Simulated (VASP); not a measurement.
Band structure of Al (fcc). Method: AM05 GGA, VASP's PBE PAW potentials (set 64) (plane waves; VASP).

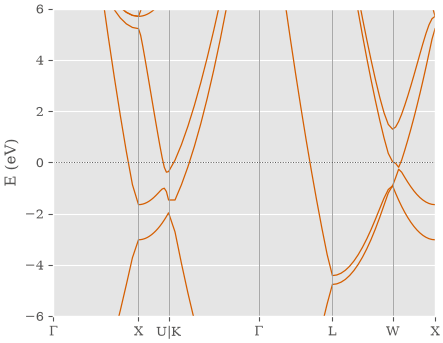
Figure: Bands along high-symmetry lines, zero at the valence-band maximum or, without a gap, the Fermi level

Task: Read the plot: is there a gap, and where are the band edges?

Result: It has no gap at this level: it comes out as a metal or semimetal. (Edges off the drawn lines would not show.)

The compound is Al in the fcc structure. It was relaxed first.
